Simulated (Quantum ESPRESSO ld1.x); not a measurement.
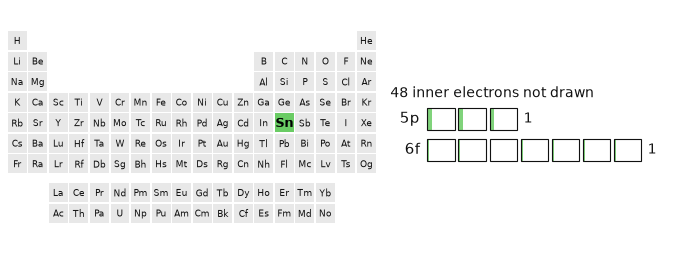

Fig. 1: Left, the place of tin in the periodic table; right, the outer shells as the input fills them: a box for each of the 2l + 1 orbitals, shaded by the share of the shell that is filled, with the electron count at the right.

**Atomic calculation for Sn**

Sn, configuration [Kr] 4d10 5s2 5p1 6f1. Level asked for: Dirac Kohn-Sham, BLYP, spin-unpolarised, spherical densities, point nucleus (Quantum ESPRESSO ld1.x).

### Input file
```
 &input
    zed=50.0,
    iswitch=1,
    rel=2,
    dft='BLYP',
    config='[Kr] 4d10 5s2 5p1 6f1',
    dx=0.01,
    rmax=200,
    rel_dist='average',
    lsmall=.true.,
    prefix='ld1',
    max_out_wfc=37,
    file_charge='ld1.rho',
 /
```

### Output
```
     Program LD1 v.7.5 starts

     Message from routine scf:
     warning: convergence not achieved
     --------------------------- All-electron run ----------------------------

     dirac relativistic calculation

     atomic number is 50.00
     dft =BLYP   lsd =0 sic =0 latt =0  beta=0.20 tr2=1.0E-14
     Exchange-correlation= BLYP
                           (   1   3   1   3   0   0   0)
     mesh =1723 r(mesh) = 201.94129 a.u. xmin = -8.00 dx = 0.01000
     1 Ry =  13.60569312 eV, c = 137.03599908

     n l j   nl                  e(Ry)          e(Ha)          e(eV)
     Spin orbit split results
     1 0 0.5 1S 1( 2.00)     -2131.9606     -1065.9803    -29006.8022
     2 0 0.5 2S 1( 2.00)      -322.1941      -161.0971     -4383.6744
     2 1 0.5 2P 1( 2.00)      -301.0135      -150.5067     -4095.4970
     2 1 1.5 2P 1( 4.00)      -284.0533      -142.0266     -3864.7420
     3 0 0.5 3S 1( 2.00)       -62.5746       -31.2873      -851.3702
     3 1 0.5 3P 1( 2.00)       -53.9711       -26.9856      -734.3149
     3 1 1.5 3P 1( 4.00)       -50.8750       -25.4375      -692.1892
     4 0 0.5 4S 1( 2.00)       -10.3433        -5.1716      -140.7278
     4 1 0.5 4P 1( 2.00)        -7.4823        -3.7411      -101.8013
     4 1 1.5 4P 1( 4.00)        -6.9235        -3.4618       -94.1993
     3 2 1.5 3D 1( 4.00)       -35.6625       -17.8312      -485.2124
     3 2 2.5 3D 1( 6.00)       -35.0232       -17.5116      -476.5155
     4 2 1.5 4D 1( 4.00)        -2.4524        -1.2262       -33.3663
     4 2 2.5 4D 1( 6.00)        -2.3755        -1.1877       -32.3203
     5 0 0.5 5S 1( 2.00)        -1.2449        -0.6225       -16.9381
     5 1 0.5 5P 1( 0.33)        -0.7196        -0.3598        -9.7908
     5 1 1.5 5P 1( 0.67)        -0.6777        -0.3389        -9.2209
     6 3 2.5 6F 1( 0.43)        -0.0220        -0.0110        -0.2990
     6 3 3.5 6F 1( 0.57)        -0.0220        -0.0110        -0.2990
     Averaged results
     1 0     1S 1( 2.00)     -2131.9606     -1065.9803    -29006.8022
     2 0     2S 1( 2.00)      -322.1941      -161.0971     -4383.6744
     2 1     2P 1( 6.00)      -289.7067      -144.8533     -3941.6603
     3 0     3S 1( 2.00)       -62.5746       -31.2873      -851.3702
     3 1     3P 1( 6.00)       -51.9070       -25.9535      -706.2311
     4 0     4S 1( 2.00)       -10.3433        -5.1716      -140.7278
     4 1     4P 1( 6.00)        -7.1098        -3.5549       -96.7333
     3 2     3D 1(10.00)       -35.2789       -17.6395      -479.9943
     4 2     4D 1(10.00)        -2.4062        -1.2031       -32.7387
     5 0     5S 1( 2.00)        -1.2449        -0.6225       -16.9381
     5 1     5P 1( 1.00)        -0.6917        -0.3458        -9.4109
     6 3     6F 1( 1.00)        -0.0220        -0.0110        -0.2990

     final scf error:  3.9E-08 reached in 201 iterations

     Etot =  -12358.811135 Ry,   -6179.405568 Ha, -168150.191670 eV

     Ekin =   13014.521397 Ry,    6507.260699 Ha,  177071.584275 eV
     Encl =  -29974.101681 Ry,  -14987.050841 Ha, -407818.429112 eV
     Eh   =    4932.112014 Ry,    2466.056007 Ha,   67104.802517 eV
     Exc  =    -331.342866 Ry,    -165.671433 Ha,   -4508.149350 eV

     normalization and overlap integrals

     s(1S/1S) =  1.000000  <r> =   0.0291  <r2> =    0.0011  r(max) =   0.0188
     s(1S/2S) =  0.000000
     s(1S/3S) = -0.000000
     s(1S/4S) =  0.000000
     s(1S/5S) =  0.000000
     s(2S/2S) =  1.000000  <r> =   0.1251  <r2> =    0.0185  r(max) =   0.1062
     s(2S/3S) =  0.000000
     s(2S/4S) =  0.000000
     s(2S/5S) =  0.000000
     s(2P/2P) =  1.000000  <r> =   0.1058  <r2> =    0.0138  r(max) =   0.0819
     s(2P/3P) =  0.000000
     s(2P/4P) =  0.000000
     s(2P/5P) =  0.000000
     s(2P/2P) =  1.000000  <r> =   0.1112  <r2> =    0.0151  r(max) =   0.0861
     s(2P/3P) =  0.000000
     s(2P/4P) =  0.000000
     s(2P/5P) =  0.000000
     s(3S/3S) =  1.000000  <r> =   0.3392  <r2> =    0.1317  r(max) =   0.3067
     s(3S/4S) =  0.000000
     s(3S/5S) =  0.000000
     s(3P/3P) =  1.000000  <r> =   0.3299  <r2> =    0.1266  r(max) =   0.2946
     s(3P/4P) =  0.000000
     s(3P/5P) =  0.000000
     s(3P/3P) =  1.000000  <r> =   0.3412  <r2> =    0.1351  r(max) =   0.3036
     s(3P/4P) =  0.000000
     s(3P/5P) =  0.000000
     s(4S/4S) =  1.000000  <r> =   0.8183  <r2> =    0.7581  r(max) =   0.7468
     s(4S/5S) =  0.000000
     s(4P/4P) =  1.000000  <r> =   0.8654  <r2> =    0.8563  r(max) =   0.7695
     s(4P/5P) =  0.000000
     s(4P/4P) =  1.000000  <r> =   0.8953  <r2> =    0.9166  r(max) =   0.7929
     s(4P/5P) = -0.000000
     s(3D/3D) =  1.000000  <r> =   0.3126  <r2> =    0.1161  r(max) =   0.2486
     s(3D/4D) =  0.000000
     s(3D/3D) =  1.000000  <r> =   0.3161  <r2> =    0.1186  r(max) =   0.2511
     s(3D/4D) = -0.000000
     s(4D/4D) =  1.000000  <r> =   1.0892  <r2> =    1.4103  r(max) =   0.8851
     s(4D/4D) =  1.000000  <r> =   1.1038  <r2> =    1.4492  r(max) =   0.8940
     s(5S/5S) =  1.000000  <r> =   2.3076  <r2> =    6.0416  r(max) =   1.9897
     s(5P/5P) =  1.000000  <r> =   2.8422  <r2> =    9.2679  r(max) =   2.3584
     s(5P/5P) =  1.000000  <r> =   2.9531  <r2> =    9.9982  r(max) =   2.4546
     s(6F/6F) =  1.000000  <r> =  43.1369  <r2> = 2060.3735  r(max) =  47.8455
     s(6F/6F) =  1.000000  <r> =  43.1356  <r2> = 2060.2850  r(max) =  47.8455

     ------------------------ End of All-electron run ------------------------
```

### What the run reported

```
                   quantity                      value
                    outcome              not converged
               total energy         −6179.4056 hartree
             kinetic energy          6507.2607 hartree
    electron–nucleus energy        −14987.0508 hartree
             Hartree energy          2466.0560 hartree
exchange–correlation energy        −165.671433 hartree
             SCF iterations                        201
                   hardware  1 CPU thread, shared host
                  wall time                      1.7 s
```

### What went wrong

The run did not meet its convergence test in 201 iterations, so its last values are not results. This is an excited configuration.
